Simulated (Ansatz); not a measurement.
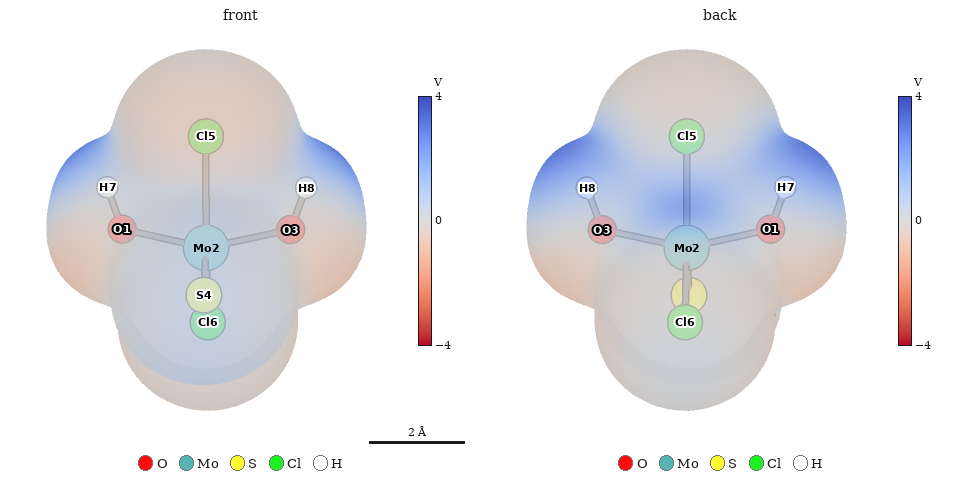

The picture shows: Cl$_{2}$H$_{2}$MoO$_{2}$S. The molecular electrostatic potential painted on the density surface at 0.002 e/bohr³, seen from the front and from behind; the colour scale runs from red (negative) to blue (positive).

Geometry: PBE0-D4/def2-TZVP; core potentials replace the inner electrons of Mo.

Method: Ansatz 0.2.0, RKS PBE0-D4/def2-TZVPP.

| atom | x (Å) | y (Å) | z (Å) |
| --- | --- | --- | --- |
| O | -1.4602 | 1.0245 | 0.0089 |
| Mo | 0.0789 | 0.0805 | -0.3945 |
| O | 1.6121 | -0.8137 | 0.1273 |
| S | -0.4278 | -0.8804 | -2.1624 |
| Cl | -0.7335 | -1.1550 | 1.4918 |
| Cl | 1.2171 | 1.9444 | -0.9817 |
| H | -1.9104 | 0.9564 | 0.8576 |
| H | 1.7160 | -1.2137 | 0.9972 |

**Which sites attract a positive test charge, and which a negative one?**

A positive charge is drawn to the negative regions and a negative charge to the positive ones. The most negative region (about −0.7 V) lies over O1 and O3, the most positive (about +2.9 V) over H7 and H8.
